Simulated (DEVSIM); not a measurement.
Device: abrupt Si p-n junction, at 400 K.

```
layer (left to right)  material  thickness (μm)  Nd (cm⁻³)  Na (cm⁻³)  τn (s)  τp (s)
---------------------  --------  --------------  ---------  ---------  ------  ------
1                            Si            1.50          -     1.3e18  0.0004  0.0004
2                            Si            8.40     7.4e17          -  0.0004  0.0004
```

Left contact: ohmic. Right contact: ohmic. Voltage is applied to the left contact. Recombination: SRH at mid-gap, radiative. Mobility is constant in doping.

The device is made up for the run: typed textbook-type constants, with dimensions and the other settings drawn at random. Values at 300 K; Nc and Nv go as T^1.5, mobilities as T to minus their exponent, the gap by Varshni's rule with the affinity fixed.

```tsv
parameter	Si
gap (eV)	1.124
affinity (eV)	4.05
permittivity	11.7
Nc (cm⁻³)	2.86e19
Nv (cm⁻³)	3.1e19
μn (cm²/Vs)	1417
μp (cm²/Vs)	470
T exponent of μn	2.3
T exponent of μp	2.2
B (cm³/s)	4.7e-15
Varshni α (eV/K)	0.000473
Varshni β (K)	636
```

Model (solved in DEVSIM): 1D drift-diffusion, Boltzmann statistics, complete ionisation; no tunnelling, impact ionisation, image-force lowering or self-heating.

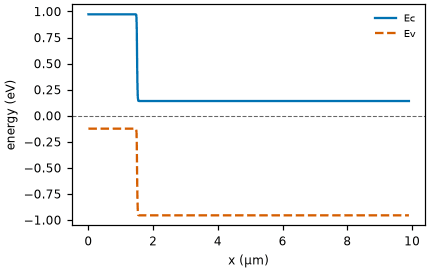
Figure: Band edges at zero bias

Energies count from the Fermi level of the right contact; mesh points crowd at the junctions.

```tsv
x (μm)	Ec (eV)	Ev (eV)	n (cm⁻³)	p (cm⁻³)	field (V/cm)
0.000	0.972	-0.124	2.5e7	1.3e18	≈ 0
0.02775	0.972	-0.124	2.5e7	1.3e18	≈ 0
0.08650	0.972	-0.124	2.5e7	1.3e18	≈ 0
0.2018	0.972	-0.124	2.5e7	1.3e18	≈ 0
0.5834	0.972	-0.124	2.5e7	1.3e18	≈ 0
1.042	0.972	-0.124	2.5e7	1.3e18	≈ 0
1.297	0.972	-0.124	2.5e7	1.3e18	≈ 0
1.440	0.972	-0.124	2.5e7	1.3e18	≈ 0
1.485	0.944	-0.152	5.6e7	5.8e17	-60000
1.507	0.463	-0.634	6.5e13	5.0e11	-260000
1.540	0.144	-0.952	6.7e17	4.8e7	-5900
1.652	0.141	-0.956	7.4e17	4.4e7	≈ 0
1.857	0.141	-0.956	7.4e17	4.4e7	≈ 0
2.300	0.141	-0.956	7.4e17	4.4e7	≈ 0
3.750	0.141	-0.956	7.4e17	4.4e7	≈ 0
6.184	0.141	-0.956	7.4e17	4.4e7	≈ 0
8.194	0.141	-0.956	7.4e17	4.4e7	≈ 0
9.091	0.141	-0.956	7.4e17	4.4e7	≈ 0
9.622	0.141	-0.956	7.4e17	4.4e7	≈ 0
9.784	0.141	-0.956	7.4e17	4.4e7	≈ 0
9.860	0.141	-0.956	7.4e17	4.4e7	≈ 0
9.900	0.141	-0.956	7.4e17	4.4e7	≈ 0
```
